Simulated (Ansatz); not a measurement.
# Fields on a plane of ZrS2 (CdI2 type)

```xyz
3
Lattice="3.5781 0.0000 0.0000 -1.7891 3.0988 0.0000 0.0000 0.0000 5.5408" Properties=species:S:1:pos:R:3 pbc="T T T"
Zr     0.0000     0.0000     0.0000
S      0.0000     2.0658     1.4666
S      1.7891     1.0329     4.0742
```

The slice is a (-1 1 0 2) plane (indices of the conventional cell) through the point (0.000, 0.000, 0.000) (fractional), spanned by u = [110] and v = [1 -1 1] in vectors of this cell: u (3.58 Å) and v (8.31 Å, at 90° to u). It covers one period; positions are fractions (u, v).

Atoms on it: Zr at (0.00, 0.00). Other atoms lie within 1 Å of the plane.

Level of theory: PBEsol-D3(BJ) (plane waves to 420 eV, PAW, scalar-relativistic; Ansatz, a program for electronic structure). k mesh 11×11×6. Near the nuclei the fields are pseudised (PAW); where an atom keeps semicore shells as valence, they peak there. ZrS2 is run without spin polarisation. ZrS2 was relaxed with its symmetry unable to fall.

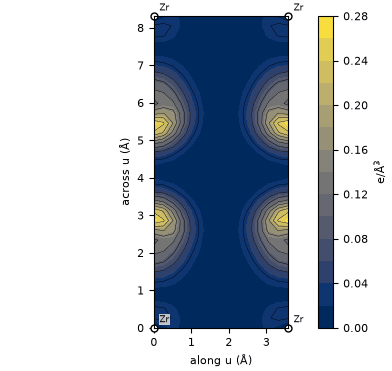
Figure: Density of the highest valence band (whole band, smooth part) in e/Å³, one period of the plane, atoms marked. 

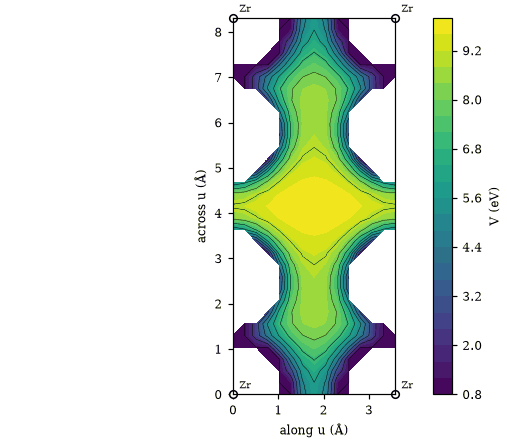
*Electrostatic potential energy of an electron, from the cell's mean, in eV, one period of the plane, atoms marked. Points within 1 Å of a nucleus are left white, as the pseudised field means little there. Values under 1 eV are set to 1. The zero, the cell's mean, hangs on the PAW cores.*
